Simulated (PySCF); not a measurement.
**[Hg(PH3)]2+: a change of charge**

Aim: at the relaxed geometry of [Hg(PH3)]2+, try a change of charge. The structure is generated, not taken from experiment.

Computed with PySCF 2.14.0. Level: PBE0, Hg def2-SVP with ECP60, P def2-SVP, H def2-SVP; scalar-relativistic core potentials, no spin–orbit coupling.

1 further run of the same task is left out (for a known fault of the program).

## (1) The system as given

5 atoms, charge 2, spin multiplicity 1.

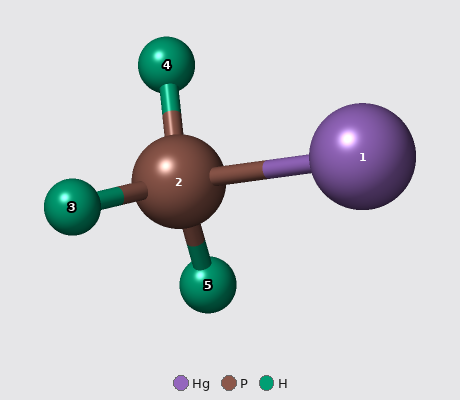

The geometry (mercury purple, phosphorus brown, hydrogen teal); atoms are numbered from 1 in the order of the file.

Coordinates:

```xyz
5

Hg    0.00000    0.00000   -0.13564
P     0.00000    0.00000    2.32821
H     1.36172   -0.00001    2.72949
H    -0.68085    1.17929    2.72949
H    -0.68086   -1.17928    2.72949
```

Formal oxidation states: Hg +2. An earlier session relaxed this geometry at PBE0, Hg def2-SVP with ECP60, P def2-SVP, H def2-SVP (singlet, point group C3v).

Its energy there is -495.593361 Eh.

## (2) One electron removed, multiplicity 2

The input, run.py (the lines that set the calculation):

```python
mol = gto.M(atom='''
Hg     0.00000     0.00000    -0.13564
P      0.00000     0.00000     2.32821
H      1.36172    -0.00001     2.72949
H     -0.68085     1.17929     2.72949
H     -0.68086    -1.17928     2.72949''',
    basis={'Hg': 'def2-SVP', 'P': 'def2-SVP', 'H': 'def2-SVP'},
    ecp={'Hg': 'def2-SVP'},
    charge=3, spin=1)
mf = dft.UKS(mol, xc='PBE0')
mf.grids.atom_grid = (50, 194)
mf = mf.density_fit()  # fitting sets: Hg def2-universal-JKFIT, P def2-universal-JKFIT, H def2-universal-JKFIT
mf.conv_tol = 1e-08; mf.max_cycle = 55
mf.kernel(dm0)  # dm0: the density of the relaxed state
```

Launch:

```console
OMP_NUM_THREADS=2 python run.py
```

What it wrote:

```text
init E= -495.604678209919
  HOMO = -0.809620868326  LUMO = -0.796587692037  gap/eV = 0.35465
cycle= 1 E= -494.67638908426  delta_E= 0.928  |g|= 0.194  |ddm|=  1.1
  HOMO = -1.13114917209  LUMO = -1.03046935743  gap/eV = 2.73964
cycle= 2 E= -494.68756317828  delta_E= -0.0112  |g|= 0.165  |ddm|= 0.418
  HOMO = -1.09348057417  LUMO = -0.989609408789  gap/eV = 2.82648
cycle= 3 E= -494.699641116889  delta_E= -0.0121  |g|= 0.0122  |ddm|= 0.165
  HOMO = -1.09099775278  LUMO = -0.984562152955  gap/eV = 2.89626
cycle= 4 E= -494.699728039982  delta_E= -8.69e-05  |g|= 0.00624  |ddm|= 0.0222
  HOMO = -1.09128783847  LUMO = -0.98409069028  gap/eV = 2.91698
cycle= 5 E= -494.699747919534  delta_E= -1.99e-05  |g|= 0.0015  |ddm|= 0.00675
  HOMO = -1.09154726892  LUMO = -0.983984732834  gap/eV = 2.92693
cycle= 6 E= -494.699749981219  delta_E= -2.06e-06  |g|= 0.000851  |ddm|= 0.00536
  HOMO = -1.09159663772  LUMO = -0.983955847902  gap/eV = 2.92906
cycle= 7 E= -494.699750591547  delta_E= -6.1e-07  |g|= 9.75e-05  |ddm|= 0.00144
  HOMO = -1.09160560451  LUMO = -0.983955988631  gap/eV = 2.92930
cycle= 8 E= -494.699750615256  delta_E= -2.37e-08  |g|= 3.86e-05  |ddm|= 0.00053
  HOMO = -1.09159970137  LUMO = -0.98395061762  gap/eV = 2.92928
cycle= 9 E= -494.699750617691  delta_E= -2.44e-09  |g|= 1.04e-05  |ddm|= 0.000168
  HOMO = -1.09159940358  LUMO = -0.983950643869  gap/eV = 2.92927
Extra cycle  E= -494.699750617867  delta_E= -1.76e-10  |g|= 6.59e-06  |ddm|= 4.79e-05
converged SCF energy = -494.699750617867  <S^2> = 0.75440994  2S+1 = 2.0044051
```

Wall time 0.9 s (2 threads of Arm Neoverse V1, shared host).

Result: E = -494.699751 Eh (+24.316 eV from the relaxed state), HOMO -29.70 eV, LUMO -26.77 eV (over both spins), ⟨S²⟩ = 0.754, Mulliken charge on Hg1 +1.58 e. 

## (3) One electron added, multiplicity 2

run.py (the lines that set the calculation), as its differences from that of step 2:

```diff
@@ -8,3 +8,3 @@
     ecp={'Hg': 'def2-SVP'},
-    charge=3, spin=1)
+    charge=1, spin=1)
 mf = dft.UKS(mol, xc='PBE0')
```

Launch:

```console
OMP_NUM_THREADS=2 python run.py
```

What it wrote:

```text
init E= -495.603487796656
  HOMO = -0.582715821088  LUMO = -0.575444684495  gap/eV = 0.19786
cycle= 1 E= -496.072349981985  delta_E= -0.469  |g|= 0.161  |ddm|= 1.67
  HOMO = -0.379981027714  LUMO = -0.288329224586  gap/eV = 2.49397
cycle= 2 E= -496.081130503879  delta_E= -0.00878  |g|= 0.149  |ddm|= 0.632
  HOMO = -0.411735685482  LUMO = -0.317894846902  gap/eV = 2.55354
cycle= 3 E= -496.091707354688  delta_E= -0.0106  |g|= 0.0156  |ddm|= 0.214
  HOMO = -0.416629423397  LUMO = -0.320974597939  gap/eV = 2.60290
cycle= 4 E= -496.091820270281  delta_E= -0.000113  |g|= 0.00708  |ddm|= 0.0332
  HOMO = -0.417533862952  LUMO = -0.321040245897  gap/eV = 2.62573
cycle= 5 E= -496.091847854835  delta_E= -2.76e-05  |g|= 0.00201  |ddm|= 0.0136
  HOMO = -0.417597538292  LUMO = -0.320895792307  gap/eV = 2.63139
cycle= 6 E= -496.091850063166  delta_E= -2.21e-06  |g|= 0.00085  |ddm|= 0.00348
  HOMO = -0.417559239534  LUMO = -0.320747868014  gap/eV = 2.63437
cycle= 7 E= -496.091850470673  delta_E= -4.08e-07  |g|= 0.000162  |ddm|= 0.00138
  HOMO = -0.417566419988  LUMO = -0.320741365285  gap/eV = 2.63474
cycle= 8 E= -496.091850502349  delta_E= -3.17e-08  |g|= 5.8e-05  |ddm|= 0.000349
  HOMO = -0.417567056162  LUMO = -0.320740232756  gap/eV = 2.63479
cycle= 9 E= -496.091850508601  delta_E= -6.25e-09  |g|= 1.27e-05  |ddm|= 0.000203
  HOMO = -0.417567181885  LUMO = -0.320740790328  gap/eV = 2.63478
Extra cycle  E= -496.091850508894  delta_E= -2.94e-10  |g|= 6.42e-06  |ddm|= 3.61e-05
converged SCF energy = -496.091850508894  <S^2> = 0.75372833  2S+1 = 2.0037249
```

Wall time 0.9 s (2 threads of Arm Neoverse V1, shared host).

Result: E = -496.091851 Eh (-13.565 eV from the relaxed state), HOMO -11.36 eV, LUMO -8.73 eV (over both spins), ⟨S²⟩ = 0.754, Mulliken charge on Hg1 +0.47 e. 

## (4) The states side by side

| state | energy from the relaxed state (eV) | ⟨S²⟩ | time |
| --- | --- | --- | --- |
| charge +2, singlet, vacuum (relaxed) | 0 | 0.00 |  |
| charge +1, doublet, vacuum | -13.56 | 0.75 | 0.9 s |
| charge +3, doublet, vacuum | 24.32 | 0.75 | 0.9 s |

An electron taken off or put on is at rest in vacuum. 

Removing an electron vertically costs 24.32 eV (doublet), against −HOMO = 21.85 eV. Adding an electron vertically releases 13.56 eV (doublet). These are double-zeta-type bases without diffuse functions. Spin–orbit coupling is left out.
